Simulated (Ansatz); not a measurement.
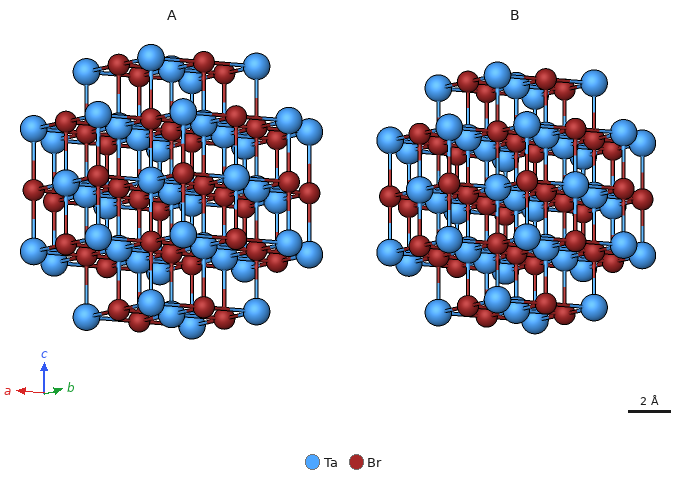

Two geometries of a crystal of TaBr (a generated structure, set up in Fm-3m) (coarse preliminary run), drawn at one scale. One is the start of a relaxation, the other its converged end. Style: ball-and-stick. Shown: the conventional cell (4 times the calculation's cell), from a free direction. Lengths and directions refer to the drawn axes.

Level of theory: Ansatz 0.2.0, DFT PBE, scalar-relativistic, plane waves, PAW. (plane-wave cutoff 420 eV; k-point mesh 6 × 6 × 6; occupations gaussian; smearing width 0.1 eV; collinear spin; cell and atoms relaxed; force threshold 0.04 eV/Å; at most 70 steps)

Question: Which of the two is the end point?

Answer: Structure B is the relaxed one. After 4 accepted moves (5 points after the start) the energy has fallen by 280 meV per atom. All forces vanish by symmetry, so only the cell relaxes. Pressure: −11.78 GPa at the start and −0.04 GPa at the end. The SCF was repeated once at an unchanged geometry on a basis and grid sized afresh for the cell, which shifted the energy by 0.5 meV per atom at most. No atom moves by more than 0.005 Å relative to the cell. The drawn cell changes as follows: a = b = c 5.925 → 5.422 Å (−8.5 %); the volume changes by −23.4 %. Some distances before and after: Br–Ta 2.963 → 2.711 Å. The space group stays Fm-3m (No. 225). Cost: 7.9 s on 1 thread of Intel(R) Xeon(R) 6975P-C (Granite Rapids), with other jobs on the host, peak memory 0.37 GiB.
